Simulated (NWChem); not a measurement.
# One shape, several levels: C3H6 (propene)

Aim: a comparison of 6 runs (HF/3-21G, HF/def2-SVP, TPSS/def2-SVP, B3LYP/6-31G*, CAM-B3LYP/cc-pVDZ, PBE0/def2-SVP) of C3H6 (propene). 

The results are computed with NWChem 7.3.0.

## Step 1: Starting point

C3H6: 9 atoms, total charge 0, spin state singlet. As SMILES, `C=CC`. Geometry: relaxed at PBE0-D4/def2-TZVP.

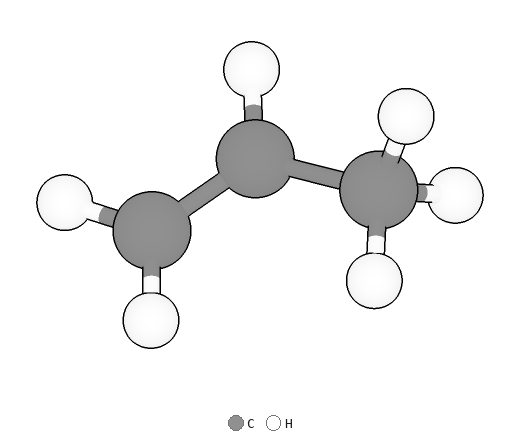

Viewed from a chosen angle; carbon grey, hydrogen white.

## Step 2: Energy and gradient at HF/3-21G (run 1)

File c3h6.nw:

```
start c3h6
memory 2200 mb
charge 0

geometry units angstroms noautosym nocenter noautoz
  C     -1.129400     0.554100    -0.580200
  C      0.157600     0.266300    -0.447400
  C      0.744900    -0.543600     0.656400
  H     -1.864800     0.202700     0.137400
  H     -1.495500     1.149800    -1.408200
  H      0.857000     0.641500    -1.192300
  H      1.261600    -1.425300     0.264300
  H      1.490400     0.033400     1.212800
  H     -0.021900    -0.879100     1.357300
end

basis spherical bse
  * library 3-21G
end

scf
  thresh 1e-08
  maxiter 80
end

task scf gradient
```

The run is started by

```
nwchem c3h6.nw > c3h6.out
```

Log:

```text
[...]
  functions       =    39
[...]
  wavefunction    = RHF
[...]
         Total SCF energy =   -116.423273590228
      One-electron energy =   -296.034802414500
      Two-electron energy =    108.613402820315
 Nuclear repulsion energy =     70.998126003957
        Time for solution =      0.9s
[...]
                         RHF ENERGY GRADIENTS
    atom               coordinates                        gradient
                 x          y          z           x          y          z
   1 C      -2.134257   1.047097  -1.096419   -0.004836   0.001740  -0.001525
   2 C       0.297821   0.503234  -0.845463    0.010691  -0.011744   0.015473
   3 C       1.407657  -1.027255   1.240416   -0.007325   0.008765  -0.011806
   4 H      -3.523961   0.383047   0.259648   -0.004849  -0.003152   0.006042
   5 H      -2.826085   2.172807  -2.661112   -0.002010   0.004493  -0.006441
   6 H       1.619495   1.212259  -2.253120    0.004862   0.003268  -0.006162
   7 H       2.384078  -2.693426   0.499455    0.003338  -0.004078  -0.001675
   8 H       2.816448   0.063117   2.291860    0.004376   0.002371   0.002514
   9 H      -0.041385  -1.661258   2.564925   -0.004247  -0.001662   0.003581
[...]
```

Wall time 1.9 s (1 thread of AMD EPYC 7R43 (Zen 3), shared host); peak memory 0.098 GiB.

## Step 3: Energy and gradient at HF/def2-SVP (run 2)

File test.nw:

```
echo
start test
memory 2200 mb

geometry units angstrom noautosym nocenter noautoz
C    -1.129400    0.554100   -0.580200
C     0.157600    0.266300   -0.447400
C     0.744900   -0.543600    0.656400
H    -1.864800    0.202700    0.137400
H    -1.495500    1.149800   -1.408200
H     0.857000    0.641500   -1.192300
H     1.261600   -1.425300    0.264300
H     1.490400    0.033400    1.212800
H    -0.021900   -0.879100    1.357300
end

basis spherical bse
* library def2-SVP
end

scf
singlet
rhf
thresh 1e-08
maxiter 80
print low
end

task scf gradient
```

The run is started by

```
nwchem test.nw > test.out
```

Log:

```text
[...]
  functions       =    72
[...]
  wavefunction    = RHF
[...]
         Total SCF energy =   -116.989931177175
      One-electron energy =   -296.816632252545
      Two-electron energy =    108.828575071413
 Nuclear repulsion energy =     70.998126003957
        Time for solution =      6.4s
[...]
                         RHF ENERGY GRADIENTS
    atom               coordinates                        gradient
                 x          y          z           x          y          z
   1 C      -2.134257   1.047097  -1.096419   -0.003665   0.000703  -0.000211
   2 C       0.297821   0.503234  -0.845463    0.006453  -0.004606   0.005518
   3 C       1.407657  -1.027255   1.240416   -0.004200   0.004128  -0.005432
   4 H      -3.523961   0.383047   0.259648   -0.000220  -0.000606   0.001010
   5 H      -2.826085   2.172807  -2.661112   -0.000094   0.000359  -0.000545
   6 H       1.619495   1.212259  -2.253120    0.000947   0.000302  -0.000662
   7 H       2.384078  -2.693426   0.499455    0.000827  -0.000544  -0.000284
   8 H       2.816448   0.063117   2.291860    0.000991   0.000316   0.000274
   9 H      -0.041385  -1.661258   2.564925   -0.001039  -0.000053   0.000332
 Task  times  cpu:        7.8s     wall:        7.8s
[...]
```

It took 8.7 s on 1 thread of AMD EPYC 7R43 (Zen 3), shared host; peak memory 0.098 GiB.

Runs 3 to 5 aren't shown in full; the table further down has their settings and results.

## Step 4: Energy and gradient at PBE0/def2-SVP (run 6)

File geom.nw:

```
START geom
TITLE "C3H6"
memory 2200 mb
GEOMETRY noautosym nocenter noautoz
   C       -1.129400       0.554100      -0.580200
   C        0.157600       0.266300      -0.447400
   C        0.744900      -0.543600       0.656400
   H       -1.864800       0.202700       0.137400
   H       -1.495500       1.149800      -1.408200
   H        0.857000       0.641500      -1.192300
   H        1.261600      -1.425300       0.264300
   H        1.490400       0.033400       1.212800
   H       -0.021900      -0.879100       1.357300
END
BASIS spherical bse
   * library def2-SVP
END
DFT
   xc pbe0
   grid xfine
   convergence energy 1e-08
   iterations 100
   mulliken
   print medium
END
TASK dft gradient
```

The run is started by

```
nwchem geom.nw > geom.out
```

Log:

```text
[...]
          Wavefunction type:  closed shell.
          No. of atoms     :     9
          No. of electrons :    24
[...]
          Charge           :     0
          Spin multiplicity:     1
[...]
          AO basis - number of functions:    72
[...]
              XC Information
              --------------
                         PBE0 Method XC Functional
                     Hartree-Fock (Exact) Exchange  0.250
          PerdewBurkeErnzerhof Exchange Functional  0.750
            Perdew 1991 LDA Correlation Functional  1.000 local
           PerdewBurkeErnz. Correlation Functional  1.000 non-local
[...]
 d= 0,ls=0.0,diis     1   -117.6461749092 -1.89D+02  5.89D-03  1.77D-01     6.1
[...]
 d= 0,ls=0.0,diis     8   -117.6687764834 -7.81D-10  7.10D-07  2.73D-09    38.9
         Total DFT energy =     -117.668776483434
      One electron energy =     -297.215052176312
           Coulomb energy =      126.862629058092
    Exchange-Corr. energy =      -18.314479369171
 Nuclear repulsion energy =       70.998126003957
[...]
      Total Density - Mulliken Population Analysis
     ---------------------------------------------
    Atom       Charge   Shell Charges
 -----------   ------   -------------------------------------------------------
    1 C    6     6.08   1.99  0.89  0.24  2.06  0.87  0.03
    2 C    6     6.15   1.99  0.91  0.27  2.06  0.89  0.04
    3 C    6     6.03   1.99  0.89  0.12  2.13  0.87  0.03
    4 H    1     0.96   0.74  0.19  0.02
    5 H    1     0.95   0.74  0.19  0.02
    6 H    1     0.97   0.75  0.19  0.02
    7 H    1     0.95   0.74  0.19  0.02
    8 H    1     0.95   0.74  0.19  0.02
    9 H    1     0.96   0.74  0.20  0.02
[...]
  wavefunction    = closed shell
                         DFT ENERGY GRADIENTS
    atom               coordinates                        gradient
                 x          y          z           x          y          z
   1 C      -2.134257   1.047097  -1.096419    0.003579  -0.001120   0.000851
   2 C       0.297821   0.503234  -0.845463   -0.004590   0.003439  -0.004188
   3 C       1.407657  -1.027255   1.240416    0.001259  -0.002236   0.003039
   4 H      -3.523961   0.383047   0.259648    0.004597   0.002071  -0.004270
   5 H      -2.826085   2.172807  -2.661112    0.002380  -0.003754   0.005187
   6 H       1.619495   1.212259  -2.253120   -0.004164  -0.002260   0.004501
   7 H       2.384078  -2.693426   0.499455   -0.002798   0.004535   0.001690
   8 H       2.816448   0.063117   2.291860   -0.003890  -0.002612  -0.002958
   9 H      -0.041385  -1.661258   2.564925    0.003627   0.001938  -0.003853
[...]
```

It took 46 s on 1 thread of AMD EPYC 7R43 (Zen 3), shared host; peak memory 0.14 GiB.

## Step 5: The series

| run | level | iteration cap | module | energy (Eh) | dipole moment (D) | largest force (eV/Å) | wall time |
| --- | --- | --- | --- | --- | --- | --- | --- |
| 1 | HF/3-21G | 80 | scf | -116.423274 | 0.33 | 1.140 | 1.9 s |
| 2 | HF/def2-SVP | 80 | scf | -116.989931 | – | 0.497 | 8.7 s |
| 3 | TPSS/def2-SVP | 100 | dft | -117.843287 | – | 0.575 | 50 s |
| 4 | B3LYP/6-31G* (Cartesian functions) | 100 | dft | -117.907329 | 0.36 | 0.364 | 29 s |
| 5 | CAM-B3LYP/cc-pVDZ | 100 | dft | -117.829657 | 0.41 | 0.305 | 88 s |
| 6 | PBE0/def2-SVP | 100 | dft | -117.668776 | 0.42 | 0.365 | 46 s |

## Step 6: Results

| quantity | value |
| --- | --- |
| run 6: total energy | -117.66878 Eh |
| run 6: dipole moment | 0.42 D |
| run 6: HOMO energy | -7.31 eV |
| run 6: LUMO energy | 0.71 eV |
| run 6: HOMO–LUMO gap | 8.01 eV |
| run 6: largest force on an atom | 0.365 eV/Å |

**Reading.** Over runs 1, 4, 5, 6 the dipole moment (its size) runs from 0.33 D (HF/3-21G) to 0.42 D (PBE0/def2-SVP). The two ends differ in method and basis. Over runs 1, 4, 6 the HOMO–LUMO gap runs from 7.64 eV (B3LYP/6-31G*) to 14.97 eV (HF/3-21G). Totals of different functionals can't be ranked against each other. All runs together took 3.7 min, the longest 88 s.
